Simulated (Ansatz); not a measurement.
The cell below is Ru (P6_3/mmc). The cell is taken from the end point of a relaxation at fixed volume with Ansatz 0.2.0, DFT PBE, spin-orbit coupling, plane waves, PAW.

```cif
data_structure
_symmetry_space_group_name_H-M 'P6_3/mmc'
_symmetry_Int_Tables_number 194
_cell_length_a 2.7230
_cell_length_b 2.7230
_cell_length_c 4.3018
_cell_angle_alpha 90.000
_cell_angle_beta 90.000
_cell_angle_gamma 120.000
_cell_volume 27.62
loop_
_atom_site_label
_atom_site_type_symbol
_atom_site_symmetry_multiplicity
_atom_site_Wyckoff_symbol
_atom_site_fract_x
_atom_site_fract_y
_atom_site_fract_z
_atom_site_occupancy
Ru1 Ru 2 d 0.33333 0.66667 0.75000 1
```

Hard-sphere model; touching radii (half the shortest distance): Ru 1.33 Å.

Question: Find the largest hole by geometry, and further ones that a grid search gives (radius above 0.15 Å; smaller ones may be missed, and maxima closer than 0.25 Å are merged).

Answer:
```tsv
hole	site	x, y, z	radius (Å)	nearest atoms	shape
V1	2a	0.000, 0.000, 0.000	0.57	6 Ru	octahedral
V2	4f	0.667, 0.333, 0.866	0.32	4 Ru	tetrahedral
```

Nearest atoms are those whose sphere lies within 0.15 Å of the hole's sphere; in brackets, those within 0.5 Å. The largest sphere that fits anywhere has a diameter of 1.15 Å; the largest that can travel through the crystal, about 0.5 Å.

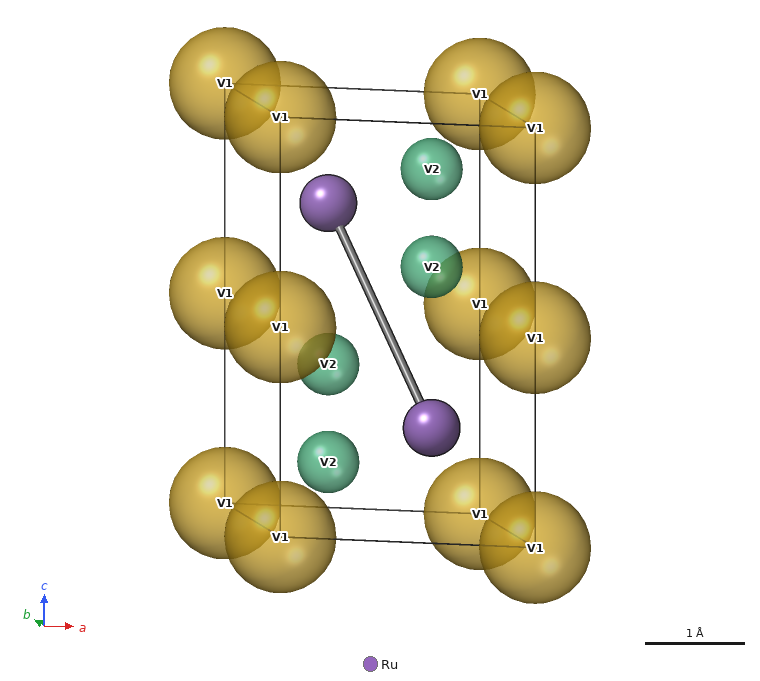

Translucent spheres (V1, V2) fill the 2 holes listed first by a grid search for holes with a radius above 0.15 Å (the largest is sure; smaller ones may be missed, and maxima closer than 0.25 Å are merged) at their true size; atoms are drawn smaller than their model radii. View slightly off an axis.
